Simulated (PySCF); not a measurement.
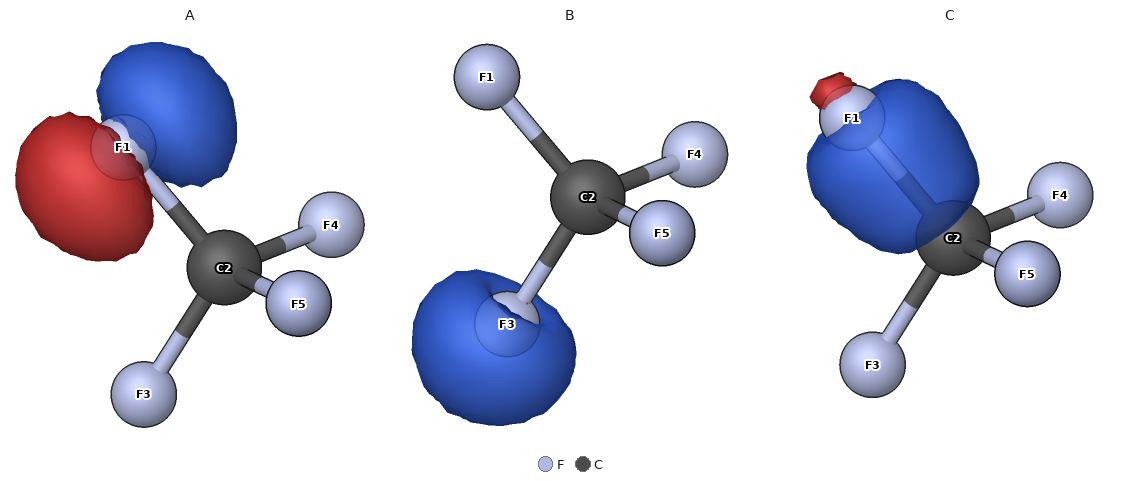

CF4, SMILES `FC(F)(F)F`. Intrinsic bond orbitals (IBO), occupied; each surface holds about 80 % of the orbital's density. Energies are diagonal elements of the Fock matrix.

Computed with PySCF, B3LYP/def2-SVPD, geometry: GFN2-xTB. No frequency check shows the geometry to be a minimum.

Input script:

```python
import numpy as np
from pyscf import gto, scf, dft, lo
from pyscf.data.elements import chemcore

def solve(mol, dm0=None, hcore=None):
    mf = (dft.UKS if mol.spin else dft.RKS)(mol, xc='b3lyp')
    mf.grids.level = 3
    mf = mf.density_fit(auxbasis='def2-universal-jkfit')
    mf.conv_tol, mf.max_cycle = 1e-8, 80
    if hcore is not None:
        mf.get_hcore = lambda *args: hcore
    mf.kernel(dm0)
    if not mf.converged:
        mf = mf.newton().run(mf.mo_coeff, mf.mo_occ, max_cycle=30)
    assert mf.converged, 'SCF not converged'
    return mf

mol = gto.M(atom='''
F     -0.75871     0.71349     0.80128
C      0.00002     0.00002    -0.00006
F     -0.75871    -0.71350    -0.80127
F      0.75871     0.80131    -0.71345
F      0.75870    -0.80132     0.71347
''', basis='def2-svpd', charge=0, spin=0, verbose=4)
mf = solve(mol)
occ_all = mf.mo_coeff[:, mf.mo_occ > 0]
occ = occ_all[:, chemcore(mol):]
loc = lo.ibo.ibo(mol, occ, iaos=lo.iao.iao(mol, occ_all))
fock, s = mf.get_fock(), mf.get_ovlp()
ortho = lo.orth_ao(mol, 'meta_lowdin')
ortho = lo.vec_lowdin(lo.iao.iao(mol, occ_all), s)
labels = lo.iao.reference_mol(mol).ao_labels(fmt=None)
vir = lo.vvo.livvo(mol, occ_all, mf.mo_coeff[:, mf.mo_occ == 0])
both = np.hstack([loc, vir])
p = (ortho.T @ s @ both) ** 2
pop = np.array([p[[l[0] == a for l in labels]].sum(0) for a in range(mol.natm)])
spd = np.array([[p[[l[0] == a and l[2][-1] == k for l in labels]].sum(0) for k in 'spd'] for a in range(mol.natm)])
eps = np.einsum('pi,pq,qi->i', both, fock, both)
for i in np.argsort(eps):
    top = np.argsort(-pop[:, i])[:3]
    print('%3d %s %9.4f Eh ' % (i + 1, 'occ' if i < loc.shape[1] else 'vir', eps[i]), '  '.join('%s%d %.3f' % (mol.atom_symbol(a), a + 1, pop[a, i]) for a in top))
np.savez('result.npz', c=both, nocc=loc.shape[1], pop=pop, spd=spd, eps=eps, e=mf.e_tot)
```

Command:

```sh
OMP_NUM_THREADS=1 python input.py
```

The run took 6.5 s on 1 thread of Arm Neoverse V1 (shared host), peak memory 0.45 GiB.

**What does each orbital represent in a Lewis picture?**

By panel:
- A: lone pair on F1 (p-type) (F1 96 %; −13.9 eV)
- B: lone pair on F3 (sp0.5-type) (F3 100 %; −24.6 eV)
- C: σ bond F1–C2 (F1 69 %, C2 31 %; −28.4 eV)
